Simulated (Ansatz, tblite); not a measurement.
**TiF4: charged states by level of theory**

Aim: the energy of removing and adding an electron for TiF4, by energy differences, and how well orbital energies stand in for it.

The runs use Ansatz 0.2.0, Gaussian basis; as each input shows.

Levels to be run: charge +1 doublet, at the geometry of the singlet (PBE0-D4/def2-TZVP, PBE-D4/def2-TZVP, r2SCAN-D4/def2-TZVP); charge -1 doublet, at the geometry of the singlet (PBE0-D4/def2-TZVPD, PBE-D4/def2-TZVPD, r2SCAN-D4/def2-TZVPD); the starting singlet's energies come from earlier runs.

### Step 1. The geometry

The geometry is that of the singlet, from an earlier relaxation (PBE-D4/def2-SVP).

5 atoms, charge 0, spin multiplicity 1.

Atoms are counted from 1 here; the program's logs count them from 0.

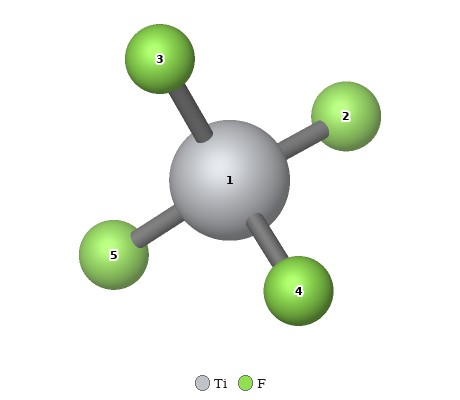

The geometry (titanium light grey, fluorine green); atoms are numbered from 1 in the order of the file.

Formally the metal is d0. No spin-orbit coupling is included.

### Step 2. Charge +1 doublet at the fixed geometry, first pass, PBE0-D4/def2-SVP

Contents of in.yaml:

```yaml
crystal:
  periodic: [false, false, false]
  atoms:
    - {symbol: Ti, position_ang: [0.000000, -0.000002, -0.000000]}
    - {symbol: F, position_ang: [0.009266, -0.015649, 1.744018]}
    - {symbol: F, position_ang: [1.641251, 0.009213, -0.590032]}
    - {symbol: F, position_ang: [-0.828655, 1.427215, -0.564193]}
    - {symbol: F, position_ang: [-0.821853, -1.420787, -0.589793]}
basis:
  gaussian: {orbitals: def2-SVP}
total_charge: 1
magnetization: {spin_polarized: true, initial_magnetization: 1}
hamiltonian: {xc: pbe0, dispersion: d4}
output: {orbitals: {seedname: orbitals}}
```

The run is started by

```bash
$ ansatz run in.yaml --threads 4 --pin off --events-out ev --progress --plain --max-ram 3916MiB
```

Output:

```text
Functional definition: PBE0
  name "PBE0"
  cite "Adamo & Barone, J. Chem. Phys. 110, 6158 (1999) doi:10.1063/1.478522"
  cite "Perdew, Burke & Ernzerhof, Phys. Rev. Lett. 77, 3865 (1996) doi:10.1103/PhysRevLett.77.3865"
  parent pbe
  parameter a = 0.25
  parameter kappa = 0.804
  parameter beta = 0.06672455060314922
  exchange = (1 - a)*pbe_x(kappa = kappa, mu = beta*pi^2/3) + a*exact_x
  correlation = pbe_c(beta = beta)
854 factors; integrals over basis functions are off by at most 8.9e-4 eV
mean field evaluation 1: about -33934.7209 eV, gradient 6.2e1 eV
mean field evaluation 2: about -33480.2055 eV, gradient 3.7e2 eV
mean field evaluation 4: about -33936.9963 eV, gradient 5.5e1 eV
mean field evaluation 8: about -33948.1813 eV, gradient 4.4e-1 eV
mean field evaluation 16: about -33948.2532 eV, gradient 3.9e-2 eV
mean field evaluation 32: about -33948.1810 eV, gradient 4.3e0 eV
mean field evaluation 64: about -33948.2533 eV, gradient 1.9e-6 eV
mean field evaluation 96: about -33948.2498 eV, gradient 3.2e-1 eV
mean field -33948.26249649 eV, -1247.5756357871 hartree, gradient 7.7e-6 eV, S^2 0.775214; 8 other end points of the search recorded, 0 dependent functions left out
reference -33948.26259299 eV, -1247.5756393335 hartree; 29, 28 occupied and 58, 59 virtual orbitals, 854 factors
Total energy: -33948.32341089 eV, -1247.5778743502 hartree
```

Wall time 14 s (4 threads of Arm Neoverse V1, shared host).

Report: HOMO -19.15 eV, LUMO -17.47 eV (over both spins); ⟨S²⟩ 0.775 (pure: 0.75); the next solution that the search met lies 0.009 eV higher.

### Step 3. Charge +1 doublet at the fixed geometry, PBE0-D4/def2-TZVP

start.molden holds the orbitals of an earlier run on this state, given as this run's starting guess.

Edit in.yaml of step 2 so:

```diff
@@ -9,3 +9,3 @@
 basis:
-  gaussian: {orbitals: def2-SVP}
+  gaussian: {orbitals: def2-TZVP, initial_orbitals: start.molden}
 total_charge: 1
@@ -13,2 +13,3 @@
 hamiltonian: {xc: pbe0, dispersion: d4}
+scf: {omitted_lower_state_checks: [starts]}
 output: {orbitals: {seedname: orbitals}}
```

Same command.

Output:

```text
Functional definition: PBE0
  name "PBE0"
  cite "Adamo & Barone, J. Chem. Phys. 110, 6158 (1999) doi:10.1063/1.478522"
  cite "Perdew, Burke & Ernzerhof, Phys. Rev. Lett. 77, 3865 (1996) doi:10.1103/PhysRevLett.77.3865"
  parent pbe
  parameter a = 0.25
  parameter kappa = 0.804
  parameter beta = 0.06672455060314922
  exchange = (1 - a)*pbe_x(kappa = kappa, mu = beta*pi^2/3) + a*exact_x
  correlation = pbe_c(beta = beta)
these checks for a lower state are left out or cut short: starts
1090 factors; their error is unknown
mean field evaluation 1: about -33959.2065 eV, gradient 1.7e2 eV
mean field evaluation 2: about -33964.5828 eV, gradient 5.4e0 eV
mean field evaluation 4: about -33964.8685 eV, gradient 1.7e-1 eV
mean field evaluation 8: about -33964.8687 eV, gradient 1.2e-5 eV
mean field -33964.86866195 eV, -1248.1859011120 hartree, gradient 2.1e-6 eV, S^2 0.773318; 0 other end points of the search recorded, 0 dependent functions left out
reference -33964.86868542 eV, -1248.1859019743 hartree; 29, 28 occupied and 140, 141 virtual orbitals, 1090 factors
Total energy: -33964.92950332 eV, -1248.1881369909 hartree
Checks for a lower state left out: starts
```

Run time: 10 s. Hardware: 4 threads of Arm Neoverse V1, shared host; peak memory 0.73 GiB.

HOMO -19.07 eV, LUMO -17.38 eV (over both spins); ⟨S²⟩ 0.773 (pure: 0.75).

### Step 4. Charge +1 doublet at the fixed geometry, PBE-D4/def2-TZVP

Edit in.yaml of step 3 so:

```diff
@@ -12,3 +12,3 @@
 magnetization: {spin_polarized: true, initial_magnetization: 1}
-hamiltonian: {xc: pbe0, dispersion: d4}
+hamiltonian: {xc: pbe, dispersion: d4}
 scf: {omitted_lower_state_checks: [starts]}
```

The command is unchanged.

Output:

```text
Functional definition: PBE
  name "PBE"
  cite "Perdew, Burke & Ernzerhof, Phys. Rev. Lett. 77, 3865 (1996) doi:10.1103/PhysRevLett.77.3865"
  parent pbe
  parameter kappa = 0.804
  parameter beta = 0.06672455060314922
  exchange = pbe_x(kappa = kappa, mu = beta*pi^2/3)
  correlation = pbe_c(beta = beta)
these checks for a lower state are left out or cut short: starts
1037 factors; their error is unknown
mean field evaluation 1: about -33965.9773 eV, gradient 9.2e0 eV
mean field evaluation 2: about -33966.2455 eV, gradient 3.5e-1 eV
mean field evaluation 4: about -33966.2412 eV, gradient 5.4e-2 eV
mean field evaluation 8: about -33966.2412 eV, gradient 2.1e-5 eV
mean field evaluation 16: about -33966.2412 eV, gradient 2.2e-5 eV
mean field -33966.24118953 eV, -1248.2363405700 hartree, gradient 2.0e-6 eV, S^2 0.755603; 0 other end points of the search recorded, 0 dependent functions left out
reference -33966.24122670 eV, -1248.2363419362 hartree; 29, 28 occupied and 140, 141 virtual orbitals, 1037 factors
Total energy: -33966.31393377 eV, -1248.2390138717 hartree
Checks for a lower state left out: starts
```

Run time: 6.5 s. Hardware: 4 threads of Arm Neoverse V1, shared host.

HOMO -17.64 eV, LUMO -17.56 eV (over both spins); ⟨S²⟩ 0.756 (pure: 0.75).

### Step 5. Charge +1 doublet at the fixed geometry, r2SCAN-D4/def2-TZVP

Edit in.yaml of step 4 so:

```diff
@@ -12,3 +12,3 @@
 magnetization: {spin_polarized: true, initial_magnetization: 1}
-hamiltonian: {xc: pbe, dispersion: d4}
+hamiltonian: {xc: r2scan, dispersion: d4}
 scf: {omitted_lower_state_checks: [starts]}
```

Launched as before.

Output:

```text
Functional definition: r2SCAN
  name "r2SCAN"
  cite "Furness, Kaplan, Ning, Perdew & Sun, J. Phys. Chem. Lett. 11, 8208 (2020) doi:10.1021/acs.jpclett.0c02405"
  cite "Furness, Kaplan, Ning, Perdew & Sun, J. Phys. Chem. Lett. 11, 9248 (2020) doi:10.1021/acs.jpclett.0c03077"
  parent r2scan
  parameter k0 = 0.174
  parameter k1 = 0.065
  parameter a1 = 4.9479
  exchange = r2scan_x(k0 = k0, k1 = k1, a1 = a1)
  correlation = r2scan_c
these checks for a lower state are left out or cut short: starts
1037 factors; their error is unknown
mean field evaluation 1: about -33976.5901 eV, gradient 5.0e0 eV
mean field evaluation 2: about -33976.6896 eV, gradient 1.5e-1 eV
mean field evaluation 4: about -33976.6839 eV, gradient 3.0e-4 eV
mean field evaluation 8: about -33976.6839 eV, gradient 2.4e-5 eV
mean field evaluation 16: about -33976.6839 eV, gradient 1.9e-6 eV
mean field -33976.68394301 eV, -1248.6201046822 hartree, gradient 1.9e-6 eV, S^2 0.761380; 0 other end points of the search recorded, 0 dependent functions left out
reference -33976.68395399 eV, -1248.6201050854 hartree; 29, 28 occupied and 140, 141 virtual orbitals, 1037 factors
Total energy: -33976.70055725 eV, -1248.6207152442 hartree
Checks for a lower state left out: starts
```

Run time: 15 s. Hardware: 4 threads of Arm Neoverse V1, shared host.

Report: HOMO -18.04 eV, LUMO -17.80 eV (over both spins); ⟨S²⟩ 0.761 (pure: 0.75).

### Step 6. Vertical ionisation energy

Charged state less starting state, singlet to doublet; the starting state's energies are those of its earlier runs.

```
              level  vertical ionisation energy (eV)  time
   PBE-D4/def2-TZVP                           +14.00   8 s
r2SCAN-D4/def2-TZVP                           +14.39  18 s
  PBE0-D4/def2-TZVP                           +14.96  12 s
```

Times add the two runs; a level without a time comes out of a correlated run.

Beside −ε(HOMO) of the starting state:

| level | −ε(HOMO) (eV) | by difference (eV) | mismatch (eV) |
| --- | --- | --- | --- |
| PBE-D4/def2-TZVP | 10.44 | 14.00 | -3.56 |
| r2SCAN-D4/def2-TZVP | 10.97 | 14.39 | -3.42 |
| PBE0-D4/def2-TZVP | 12.53 | 14.96 | -2.43 |

### Step 7. Charge -1 doublet at the fixed geometry, first pass, PBE0-D4/def2-SVP

Edit in.yaml of step 5 so:

```diff
@@ -9,7 +9,6 @@
 basis:
-  gaussian: {orbitals: def2-TZVP, initial_orbitals: start.molden}
-total_charge: 1
+  gaussian: {orbitals: def2-SVP}
+total_charge: -1
 magnetization: {spin_polarized: true, initial_magnetization: 1}
-hamiltonian: {xc: r2scan, dispersion: d4}
-scf: {omitted_lower_state_checks: [starts]}
+hamiltonian: {xc: pbe0, dispersion: d4}
 output: {orbitals: {seedname: orbitals}}
```

Launched as before.

Output:

```text
Functional definition: PBE0
  name "PBE0"
  cite "Adamo & Barone, J. Chem. Phys. 110, 6158 (1999) doi:10.1063/1.478522"
  cite "Perdew, Burke & Ernzerhof, Phys. Rev. Lett. 77, 3865 (1996) doi:10.1103/PhysRevLett.77.3865"
  parent pbe
  parameter a = 0.25
  parameter kappa = 0.804
  parameter beta = 0.06672455060314922
  exchange = (1 - a)*pbe_x(kappa = kappa, mu = beta*pi^2/3) + a*exact_x
  correlation = pbe_c(beta = beta)
854 factors; integrals over basis functions are off by at most 8.9e-4 eV
mean field evaluation 1: about -33958.3182 eV, gradient 2.8e1 eV
mean field evaluation 2: about -33864.3747 eV, gradient 1.8e2 eV
mean field evaluation 4: about -33962.7644 eV, gradient 1.2e1 eV
mean field evaluation 8: about -33963.5106 eV, gradient 2.5e-1 eV
mean field evaluation 16: about -33963.5110 eV, gradient 2.1e-3 eV
mean field evaluation 32: about -33963.5110 eV, gradient 1.0e-5 eV
mean field evaluation 64: about -33963.4993 eV, gradient 1.3e-3 eV
mean field evaluation 96: about -33962.5973 eV, gradient 5.1e0 eV
mean field -33963.51096957 eV, -1248.1360068371 hartree, gradient 1.7e-6 eV, S^2 0.751294; 8 other end points of the search recorded, 0 dependent functions left out
reference -33963.51103345 eV, -1248.1360091845 hartree; 30, 29 occupied and 57, 58 virtual orbitals, 854 factors
Total energy: -33963.59186547 eV, -1248.1389797067 hartree
```

It took 12 s on 4 threads of Arm Neoverse V1, shared host.

Report: HOMO 2.72 eV, LUMO 4.45 eV (over both spins); ⟨S²⟩ 0.751 (pure: 0.75); the next solution that the search met lies 0.012 eV higher. Doubts: highest occupied level lies above zero.

### Step 8. Charge -1 doublet at the fixed geometry, PBE0-D4/def2-TZVPD

Edit in.yaml of step 7 so:

```diff
@@ -9,3 +9,3 @@
 basis:
-  gaussian: {orbitals: def2-SVP}
+  gaussian: {orbitals: def2-TZVPD, initial_orbitals: start.molden}
 total_charge: -1
@@ -13,2 +13,3 @@
 hamiltonian: {xc: pbe0, dispersion: d4}
+scf: {omitted_lower_state_checks: [starts]}
 output: {orbitals: {seedname: orbitals}}
```

The command is unchanged.

Output:

```text
Functional definition: PBE0
  name "PBE0"
  cite "Adamo & Barone, J. Chem. Phys. 110, 6158 (1999) doi:10.1063/1.478522"
  cite "Perdew, Burke & Ernzerhof, Phys. Rev. Lett. 77, 3865 (1996) doi:10.1103/PhysRevLett.77.3865"
  parent pbe
  parameter a = 0.25
  parameter kappa = 0.804
  parameter beta = 0.06672455060314922
  exchange = (1 - a)*pbe_x(kappa = kappa, mu = beta*pi^2/3) + a*exact_x
  correlation = pbe_c(beta = beta)
these checks for a lower state are left out or cut short: starts
1278 factors; their error is unknown
mean field evaluation 1: about -33974.1293 eV, gradient 1.7e2 eV
mean field evaluation 2: about -33979.9351 eV, gradient 7.1e0 eV
mean field evaluation 4: about -33980.4944 eV, gradient 3.7e-3 eV
mean field evaluation 8: about -33980.6416 eV, gradient 1.2e-5 eV
mean field evaluation 16: about -33980.6416 eV, gradient 1.3e-6 eV
mean field -33980.64164439 eV, -1248.7655475253 hartree, gradient 1.3e-6 eV, S^2 0.751317; 0 other end points of the search recorded, 0 dependent functions left out
reference -33980.64168406 eV, -1248.7655489831 hartree; 30, 29 occupied and 178, 179 virtual orbitals, 1278 factors
Total energy: -33980.72251609 eV, -1248.7685195053 hartree
Checks for a lower state left out: starts
```

Wall time 13 s (4 threads of Arm Neoverse V1, shared host); peak memory 1 GiB.

HOMO 1.94 eV, LUMO 3.94 eV (over both spins); ⟨S²⟩ 0.751 (pure: 0.75). Doubts: highest occupied level lies above zero.

### Step 9. Charge -1 doublet at the fixed geometry, PBE-D4/def2-TZVPD

Edit in.yaml of step 8 so:

```diff
@@ -12,3 +12,3 @@
 magnetization: {spin_polarized: true, initial_magnetization: 1}
-hamiltonian: {xc: pbe0, dispersion: d4}
+hamiltonian: {xc: pbe, dispersion: d4}
 scf: {omitted_lower_state_checks: [starts]}
```

Launched as before.

Output:

```text
Functional definition: PBE
  name "PBE"
  cite "Perdew, Burke & Ernzerhof, Phys. Rev. Lett. 77, 3865 (1996) doi:10.1103/PhysRevLett.77.3865"
  parent pbe
  parameter kappa = 0.804
  parameter beta = 0.06672455060314922
  exchange = pbe_x(kappa = kappa, mu = beta*pi^2/3)
  correlation = pbe_c(beta = beta)
these checks for a lower state are left out or cut short: starts
1214 factors; their error is unknown
mean field evaluation 1: about -33980.0581 eV, gradient 8.9e0 eV
mean field evaluation 2: about -33980.2997 eV, gradient 2.7e-1 eV
mean field evaluation 4: about -33980.3287 eV, gradient 1.1e0 eV
mean field evaluation 8: about -33980.4216 eV, gradient 3.3e-2 eV
mean field evaluation 16: about -33980.4456 eV, gradient 8.9e-2 eV
mean field evaluation 32: about -33980.4465 eV, gradient 3.7e-4 eV
mean field -33980.44652912 eV, -1248.7583771713 hartree, gradient 8.6e-6 eV, S^2 0.751347; 0 other end points of the search recorded, 0 dependent functions left out
reference -33980.44657668 eV, -1248.7583789192 hartree; 30, 29 occupied and 178, 179 virtual orbitals, 1214 factors
Total energy: -33980.54306348 eV, -1248.7619247434 hartree
Checks for a lower state left out: starts
```

Run time: 40 s. Hardware: 4 threads of Arm Neoverse V1, shared host; peak memory 0.55 GiB.

From the report: HOMO 2.61 eV, LUMO 2.62 eV (over both spins); ⟨S²⟩ 0.751 (pure: 0.75). Doubts: highest occupied level lies above zero.

### Step 10. Charge -1 doublet at the fixed geometry, r2SCAN-D4/def2-TZVPD

Edit in.yaml of step 9 so:

```diff
@@ -12,3 +12,3 @@
 magnetization: {spin_polarized: true, initial_magnetization: 1}
-hamiltonian: {xc: pbe, dispersion: d4}
+hamiltonian: {xc: r2scan, dispersion: d4}
 scf: {omitted_lower_state_checks: [starts]}
```

Same command.

Output:

```text
Functional definition: r2SCAN
  name "r2SCAN"
  cite "Furness, Kaplan, Ning, Perdew & Sun, J. Phys. Chem. Lett. 11, 8208 (2020) doi:10.1021/acs.jpclett.0c02405"
  cite "Furness, Kaplan, Ning, Perdew & Sun, J. Phys. Chem. Lett. 11, 9248 (2020) doi:10.1021/acs.jpclett.0c03077"
  parent r2scan
  parameter k0 = 0.174
  parameter k1 = 0.065
  parameter a1 = 4.9479
  exchange = r2scan_x(k0 = k0, k1 = k1, a1 = a1)
  correlation = r2scan_c
these checks for a lower state are left out or cut short: starts
1214 factors; their error is unknown
mean field evaluation 1: about -33991.3097 eV, gradient 4.6e0 eV
mean field evaluation 2: about -33991.3770 eV, gradient 9.0e-2 eV
mean field evaluation 4: about -33991.3676 eV, gradient 1.3e-4 eV
mean field evaluation 8: about -33991.3676 eV, gradient 2.6e-5 eV
mean field -33991.36764687 eV, -1249.1597208458 hartree, gradient 6.2e-6 eV, S^2 0.751781; 0 other end points of the search recorded, 0 dependent functions left out
reference -33991.36767424 eV, -1249.1597218519 hartree; 30, 29 occupied and 178, 179 virtual orbitals, 1214 factors
Total energy: -33991.39007332 eV, -1249.1605450029 hartree
Checks for a lower state left out: starts
```

Run time: 23 s. Hardware: 4 threads of Arm Neoverse V1, shared host; peak memory 0.64 GiB.

From the report: HOMO 3.88 eV, LUMO 4.02 eV (over both spins); ⟨S²⟩ 0.752 (pure: 0.75). Doubts: highest occupied level lies above zero.

### Step 11. Vertical electron affinity

Starting state less charged state (positive: the electron is bound), singlet to doublet; the starting state's energies are those of its earlier runs.

```csv
level,vertical electron affinity (eV),time
PBE-D4/def2-TZVPD,+0.12,41 s
r2SCAN-D4/def2-TZVPD,+0.18,27 s
PBE0-D4/def2-TZVPD,+0.71,16 s
```

Times add the two runs; a level without a time comes out of a correlated run.

Beside −ε(LUMO) of the starting state:

```
               level  −ε(LUMO) (eV)  by difference (eV)  mismatch (eV)
   PBE-D4/def2-TZVPD           4.10                0.12          +3.98
r2SCAN-D4/def2-TZVPD           4.07                0.18          +3.89
  PBE0-D4/def2-TZVPD           3.18                0.71          +2.48
```

### Step 12. Summary of results

| quantity | value |
| --- | --- |
| vertical ionisation energy, functionals in def2-TZVP | 14.00 (PBE-D4) to 14.96 eV (PBE0-D4) |
| vertical electron affinity, functionals in def2-TZVPD | 0.12 (PBE-D4) to 0.71 eV (PBE0-D4) |

The vertical ionisation energy spans 14.00 to 14.96 eV over the functionals. −ε(HOMO) misses the level's own difference by -2.43 eV at best (PBE0-D4) and -3.56 eV at worst (PBE-D4). The vertical electron affinity spans 0.12 to 0.71 eV over the functionals. The anion's highest level lies above zero where self-interaction lifts it, so diffuse functions weigh on these values. −ε(LUMO) misses the level's own difference by +2.48 eV at best (PBE0-D4) and +3.98 eV at worst (PBE-D4). The charged states' spins were chosen beforehand and needn't be their lowest.

The anion's highest level is positive in at least one run, so there the basis alone may hold the extra electron.
